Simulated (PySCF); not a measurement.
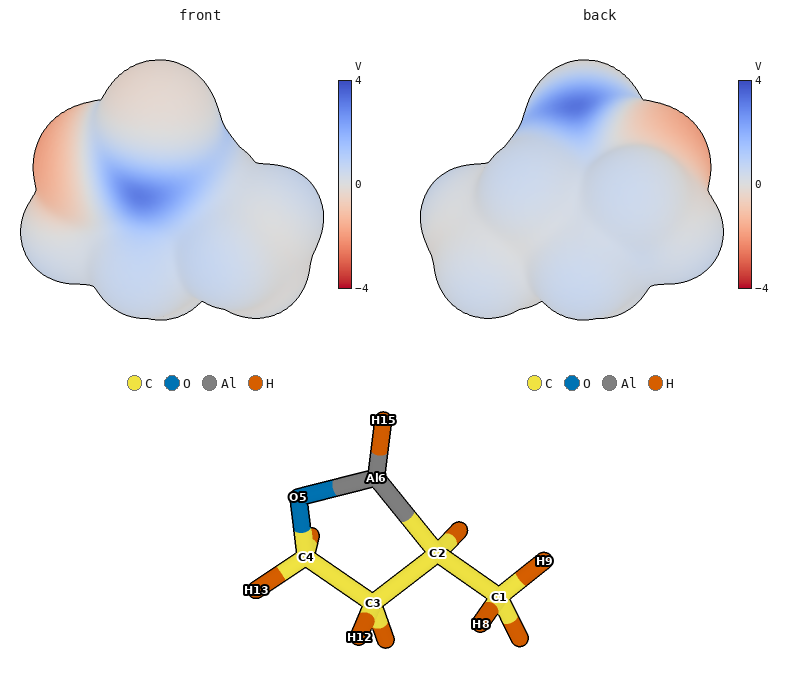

Figure 1: C4H9AlO (SMILES C[C@H]1CC[O][AlH]1). The molecular electrostatic potential painted on the density surface at 0.002 e/bohr³, seen from the front and from behind; the colour scale runs from red (negative) to blue (positive). The bare structure is drawn below in the same view.

Geometry: GFN2-xTB.

All numbers below come from PySCF 2.14.0, PBE0/pcSseg-1, SCF density, gas phase, non-relativistic.

```yaml
atoms:
  - { symbol: C, position_ang: [-2.0123, 0.0183, -0.1857] }
  - { symbol: C, position_ang: [-0.5974, -0.2965, 0.3059] }
  - { symbol: C, position_ang: [0.4339, -0.2252, -0.8467] }
  - { symbol: C, position_ang: [1.8692, -0.2332, -0.2817] }
  - { symbol: O, position_ang: [1.9598, 0.5760, 0.8779] }
  - { symbol: Al, position_ang: [0.4637, 0.8664, 1.5869] }
  - { symbol: H, position_ang: [-2.3231, -0.6976, -0.9489] }
  - { symbol: H, position_ang: [-2.0613, 1.0166, -0.6172] }
  - { symbol: H, position_ang: [-2.7237, -0.0292, 0.6360] }
  - { symbol: H, position_ang: [-0.6016, -1.3387, 0.6699] }
  - { symbol: H, position_ang: [0.3214, -1.0440, -1.5620] }
  - { symbol: H, position_ang: [0.2911, 0.7173, -1.3834] }
  - { symbol: H, position_ang: [2.5748, 0.1476, -1.0282] }
  - { symbol: H, position_ang: [2.1627, -1.2542, -0.0176] }
  - { symbol: H, position_ang: [0.2382, 1.7844, 2.7728] }
```

> Describe the electrostatic potential map.

The most negative region (about −1.8 V) lies over O5, the most positive (about +2.9 V) over Al6. O5 is the likeliest acceptor of a hydrogen bond.
